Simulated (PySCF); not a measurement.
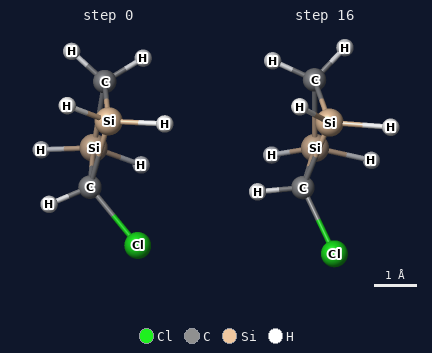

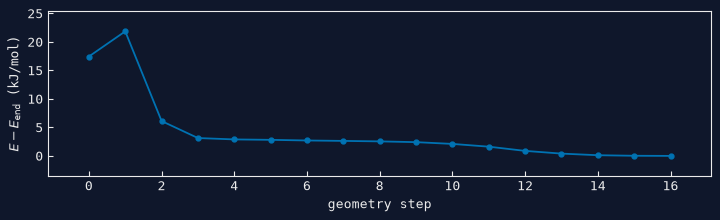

First and last geometry of a relaxation of C2H7ClSi2, with the history of the run. A ball-and-stick model, seen from a free direction.

The start comes from GFN2-xTB. Its atoms were then displaced at random by about 0.01 Å.

Computed with PBE0-D3(BJ)/def2-SVP geometry optimisation, gas phase in PySCF 2.14.0, density-fitted response routines. 

Read the history and describe the run.

It converged. The energy falls by 17.4 kJ/mol in 16 geometry steps. The atom that moves furthest after the best rigid fit is the Cl atom (0.52 Å). By element the largest moves are Cl 0.52 Å, H 0.49 Å, C 0.16 Å, Si 0.16 Å. Some distances before and after: C–Si 1.954 → 1.903 Å, H–Si 1.452 → 1.495 Å, C–Cl 1.811 → 1.778 Å, C–H 1.071 → 1.102 Å. Bond angles that change, for instance: Cl–C–Si 114.9° → 120.8°, Si–C–Si 92.7° → 87.3°, Si–C–H 114.2° → 109.0°.
